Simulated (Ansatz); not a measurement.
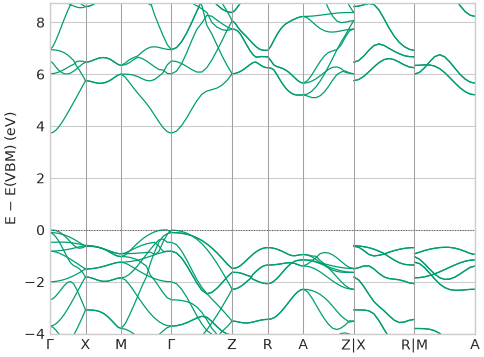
Figure. Band structure from DFT-PBE in the program Ansatz with PAW potentials

Read off the gap and where the band edges lie.

About 3.7 eV (3.73 eV by a search for the band edges); maximum on the M–Γ line, 88 % of the way from M, minimum at Γ.

The material is AlN in space group P4_2/mnm (No. 136; Al on 4g, N on 4f).

The start of the workflow was typed in or built on a structure type; neither database checked (COD, Materials Project) lists it. It is not the phase usual at ambient conditions (space group No. 186, 216). The PBE relaxation kept the symmetry of its start; whether a distortion lowers the energy is not shown.

Potentials: the later of the program's two PAW sets.
